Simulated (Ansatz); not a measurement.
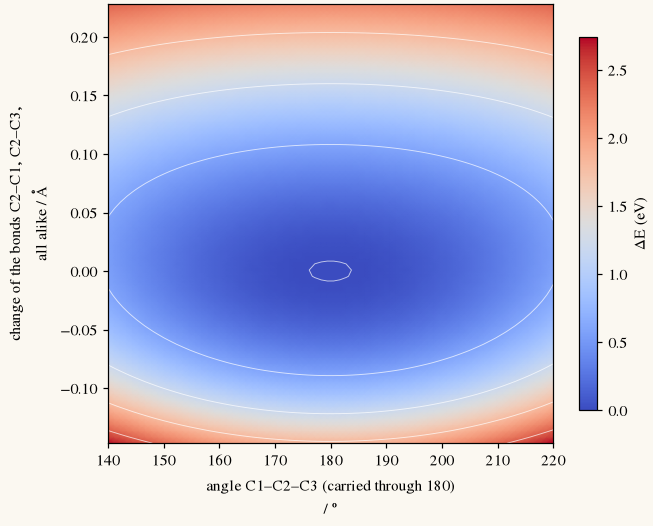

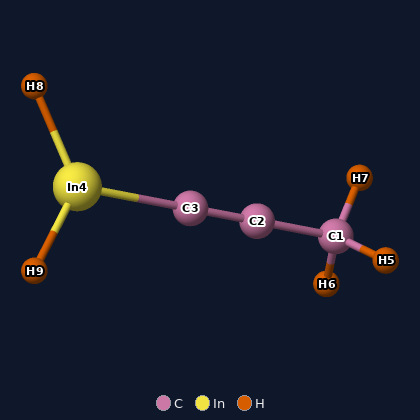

Energy landscape of C₃H₅In, SMILES CC#[C][InH2]. 
- The first coordinate is: angle C1–C2–C3 (carried through 180); the second: change of the bonds C2–C1, C2–C3, all alike.
- Nothing is relaxed (all other coordinates rigid).
- Grid: 13 × 13 points.
- Points are written as (first, second).
- All energies are given in eV relative to the lowest grid point.
- Level of theory: RKS PBE-D4/def2-TZVP (Ansatz).

In the figure: a smooth colour map with a few white contour lines. Between grid points the surface is interpolated. The second picture is the structure at the lowest point.

### Summarise what can be read from the map.

The lowest grid point is at (180.0°, 0.009 Å). No other kind of well shows on this grid. The highest grid point, (220.0°, −0.147 Å), lies 2.74 eV above the lowest. Round the minimum the two coordinates are nearly uncoupled.

Grid values (eV):

| second ↓, first → | 140.0 | 146.7 | 153.3 | 160.0 | 166.7 | 173.3 | 180.0 | 186.7 | 193.3 | 200.0 | 206.7 | 213.3 | 220.0 |
| --- | --- | --- | --- | --- | --- | --- | --- | --- | --- | --- | --- | --- | --- |
| 0.228 | 2.37 | 2.30 | 2.25 | 2.21 | 2.18 | 2.17 | 2.16 | 2.17 | 2.18 | 2.21 | 2.25 | 2.31 | 2.38 |
| 0.196 | 1.94 | 1.86 | 1.80 | 1.75 | 1.72 | 1.70 | 1.69 | 1.70 | 1.72 | 1.75 | 1.80 | 1.86 | 1.95 |
| 0.165 | 1.56 | 1.47 | 1.39 | 1.34 | 1.30 | 1.27 | 1.26 | 1.27 | 1.30 | 1.34 | 1.39 | 1.47 | 1.57 |
| 0.134 | 1.22 | 1.11 | 1.03 | 0.96 | 0.92 | 0.89 | 0.88 | 0.89 | 0.92 | 0.96 | 1.03 | 1.12 | 1.23 |
| 0.103 | 0.94 | 0.82 | 0.72 | 0.64 | 0.59 | 0.56 | 0.55 | 0.56 | 0.59 | 0.64 | 0.72 | 0.82 | 0.94 |
| 0.071 | 0.72 | 0.58 | 0.47 | 0.38 | 0.32 | 0.29 | 0.27 | 0.29 | 0.32 | 0.38 | 0.47 | 0.58 | 0.72 |
| 0.040 | 0.58 | 0.43 | 0.30 | 0.21 | 0.14 | 0.10 | 0.09 | 0.10 | 0.14 | 0.21 | 0.31 | 0.43 | 0.59 |
| 0.009 | 0.55 | 0.38 | 0.24 | 0.13 | 0.06 | 0.01 | 0.00 | 0.02 | 0.06 | 0.14 | 0.24 | 0.38 | 0.56 |
| −0.022 | 0.63 | 0.44 | 0.29 | 0.18 | 0.09 | 0.04 | 0.03 | 0.04 | 0.09 | 0.18 | 0.30 | 0.45 | 0.64 |
| −0.054 | 0.87 | 0.66 | 0.49 | 0.37 | 0.27 | 0.22 | 0.20 | 0.22 | 0.27 | 0.37 | 0.50 | 0.67 | 0.88 |
| −0.085 | 1.28 | 1.04 | 0.86 | 0.72 | 0.62 | 0.56 | 0.54 | 0.56 | 0.62 | 0.72 | 0.87 | 1.05 | 1.29 |
| −0.116 | 1.88 | 1.63 | 1.43 | 1.27 | 1.16 | 1.10 | 1.07 | 1.10 | 1.16 | 1.27 | 1.43 | 1.64 | 1.90 |
| −0.147 | 2.72 | 2.45 | 2.23 | 2.06 | 1.94 | 1.87 | 1.84 | 1.87 | 1.94 | 2.06 | 2.24 | 2.46 | 2.74 |

The whole map (169 points run) took 9.3 min on 1 thread of Intel(R) Xeon(R) 6975P-C (Granite Rapids), with other jobs on the host.
